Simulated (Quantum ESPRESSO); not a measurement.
# Optical response of CdF2, part 3 of 3

Wanted: where CdF2 starts to absorb, how strongly, and its refractive index.

Quantum ESPRESSO 7.5; DFT, PBE, plane waves with norm-conserving potentials (PseudoDojo), scalar-relativistic, independent-particle optical response without local fields and without the non-local commutator.

So far. Step 2 (Ground state): There is a gap, 3.18 eV on this mesh (points off the mesh can give less), so no carriers' term is needed.

## 5. Dielectric function

With the density converged, the vertical transitions are summed over the zone.

This step: DFT, PBE, plane waves with norm-conserving potentials (PseudoDojo), scalar-relativistic, independent-particle optical response without local fields and without the non-local commutator (Quantum ESPRESSO 7.5).

Input file epsilon.in:

```
&inputpp
  prefix = 'x'
  outdir = './tmp'
  calculation = 'eps'
/
&energy_grid
  smeartype = 'gauss'
  intersmear = 0.4
  wmin = 0.0
  wmax = 22
  nw = 500
/
```

Command:

```console
> mpirun -n 4 epsilon.x -nk 4 -in epsilon.in
```

Output:

```text
[banner, memory and clock lines left out]

     Broadcasting variables...

     IMPORTANT: XC functional enforced from input :
     Exchange-correlation= PBE
                           (   1   4   3   4   0   0   0)
     Any further DFT definition will be discarded

     G-vector sticks info

     Fermi energy [eV] is:  6.52255
     The system is a dielectric...
     metallic system: redefining wmin =     0.000000

     Performing eps calculation...

     xx,yy,zz plasmon frequences [eV] are:    16.014624011   16.014623965   16.014623971
```

The job ended after 2.1 s (4 MPI ranks of Arm Neoverse V2, shared host; peak memory 0.05 GiB).

Numbers from this step:

* electronic dielectric constant ε∞, mean over x, y and z (by symmetry where fewer were run): 3.549
* main peak of Im epsilon, first axis: 10.43 eV

The Im ε, any direction has structure finer than the step of the table below, so its rows give means over 2 eV, whole bins alone (the curve runs from 0 to 22 eV). Peaks (eV: height): 5.7: 2.78, 6.3: 2.78, 10.4: 3.65, 12.5: 2.51, 13.8: 3.28, 17.6: 1.53, 20.8: 1.31.

Values under the direct gap are tails of Lorentzian lines. Im ε, any direction against photon energy; means over each step:

| photon energy (eV) | Im ε, any direction |
| --- | --- |
| 2 | 0.0482 |
| 4 | 0.923 |
| 6 | 2.40 |
| 8 | 2.13 |
| 10 | 2.63 |
| 12 | 2.04 |
| 14 | 2.67 |
| 16 | 1.40 |
| 18 | 1.22 |
| 20 | 1.02 |

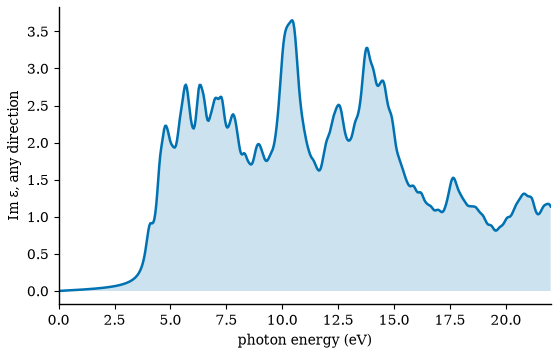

Im ε, any direction against photon energy.

Re ε, any direction against photon energy:

| photon energy (eV) | Re ε, any direction |
| --- | --- |
| 0 | 3.55 |
| 2 | 3.74 |
| 4 | 4.88 |
| 6 | 3.42 |
| 8 | 2.11 |
| 10 | 3.24 |
| 12 | 2.05 |
| 14 | 0.912 |
| 16 | 0.348 |
| 18 | 0.544 |
| 20 | 1.01 |
| 22 | 0.586 |

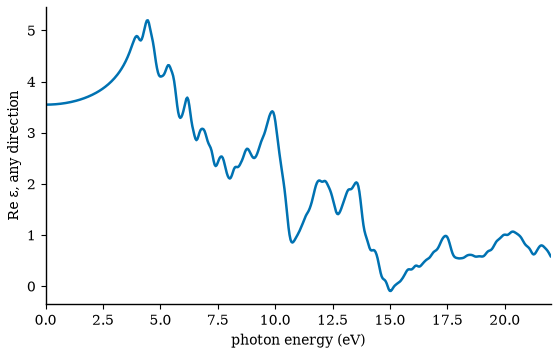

Re ε, any direction, plotted against photon energy.

The loss function −Im 1/ε at q → 0, any direction has structure finer than the step of the table below, so its rows give means over 2 eV, whole bins alone (the curve runs from 0 to 22 eV). Peaks (eV: height): 8.0: 0.238, 11.1: 0.382, 16.4: 0.738, 19.1: 0.760.

Values under the direct gap are tails of Lorentzian lines. The loss function −Im 1/ε at q → 0, any direction by energy loss; means over each step:

| energy loss (eV) | loss function −Im 1/ε at q → 0, any direction |
| --- | --- |
| 2 | 0.00330 |
| 4 | 0.0376 |
| 6 | 0.133 |
| 8 | 0.200 |
| 10 | 0.209 |
| 12 | 0.297 |
| 14 | 0.313 |
| 16 | 0.663 |
| 18 | 0.631 |
| 20 | 0.567 |

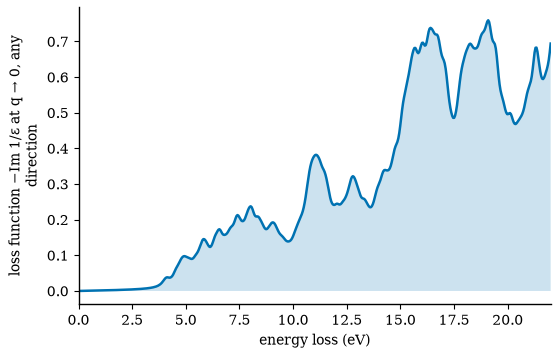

Loss function −Im 1/ε at q → 0, any direction, plotted against energy loss.

The refractive index n and extinction k by photon energy:

| photon energy (eV) | n | k |
| --- | --- | --- |
| 0 | 1.88 | 0 |
| 2 | 1.93 | 0.0111 |
| 4 | 2.22 | 0.178 |
| 6 | 1.94 | 0.569 |
| 8 | 1.60 | 0.662 |
| 10 | 1.97 | 0.803 |
| 12 | 1.57 | 0.649 |
| 14 | 1.43 | 1.07 |
| 16 | 0.933 | 0.723 |
| 18 | 0.985 | 0.653 |
| 20 | 1.10 | 0.440 |
| 22 | 0.966 | 0.590 |

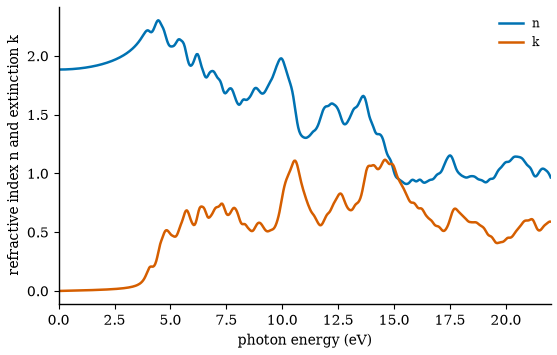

Refractive index n and extinction k against photon energy.

The reflectivity at normal incidence, any direction has structure finer than the step of the table below, so its rows give means over 2 eV, whole bins alone (the curve runs from 0 to 22 eV). Peaks (eV: height): 4.5: 16.5, 10.5: 19.9, 12.6: 13.5, 14.9: 21.7, 17.8: 10.5, 21.2: 8.39.

Table of reflectivity at normal incidence, any direction by photon energy; means over each step:

| photon energy (eV) | reflectivity at normal incidence, any direction (%) |
| --- | --- |
| 2 | 10.2 |
| 4 | 14.1 |
| 6 | 14.5 |
| 8 | 11.4 |
| 10 | 14.8 |
| 12 | 10.9 |
| 14 | 17.2 |
| 16 | 13.0 |
| 18 | 8.22 |
| 20 | 5.50 |

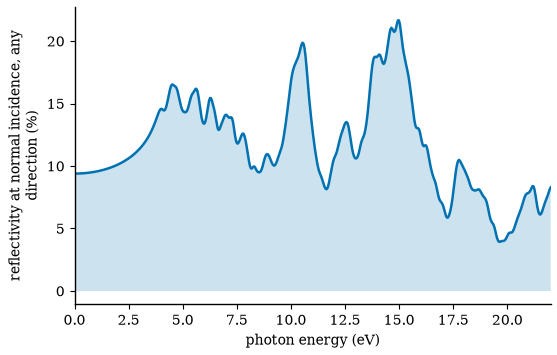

Reflectivity at normal incidence, any direction, plotted against photon energy.

Optical constants at common wavelengths, from n + ik = √ε:

| wavelength (nm) | n | k | R (%) | 1/α |
| --- | --- | --- | --- | --- |
| 1550 | 1.89 | 0.004 | 9.5 | 34 µm |
| 800 | 1.91 | 0.008 | 9.8 | 8.2 µm |
| 633 | 1.93 | 0.011 | 10.1 | 4.7 µm |
| 532 | 1.95 | 0.014 | 10.4 | 2.9 µm |
| 405 | 2.02 | 0.027 | 11.5 | 1.2 µm |
| 308 | 2.21 | 0.188 | 14.6 | 130 nm |
| 248 | 2.08 | 0.484 | 14.4 | 41 nm |

Below the direct gap, k and the depth come from the tails of the Lorentzian lines, not from transitions.

Rows near the edge hang on the gap, which this functional as a rule makes too small, and phonon-assisted absorption is left out.

## 6. What came out

| Quantity | Value |
| --- | --- |
| electronic dielectric constant ε∞, mean over x, y and z (by symmetry where fewer were run) (independent particles) | 3.55 |
| main peak of Im epsilon, first axis | 10.4 eV |

At this level (PBE, independent particles) CdF2 has ε∞ = 3.55 and n = 1.89 at 1550 nm, and Im ε peaks at 10.4 eV. Distinct maxima of Im ε, read by a parabola through the highest points, lie at 5.68 eV (2.8), 6.33 eV (2.8), 10.43 eV (3.7) and 13.78 eV (3.3). Excitons and phonon-assisted transitions are missing, and so are local fields; PBE gaps are as a rule too small, which pulls the onset down and ε∞ up. epsilon.x leaves out the commutator of the non-local potential, so its intensities are off, as a rule too high. The sum runs over mesh points, so small or evenly spaced maxima can still be ripples of the mesh.

[Machine, clock, banner and «Message from routine» lines are left out of the logs.]

[Logs are printed without paths, hosts, clocks, repeated set-up lines and the standing remarks that a program may print on its own settings, such as how far it seeks lower states.]

[Hosts, paths, dates, database ids (printed as entryN), source tags and the programs' standing remarks are cut or masked in the printed files.]
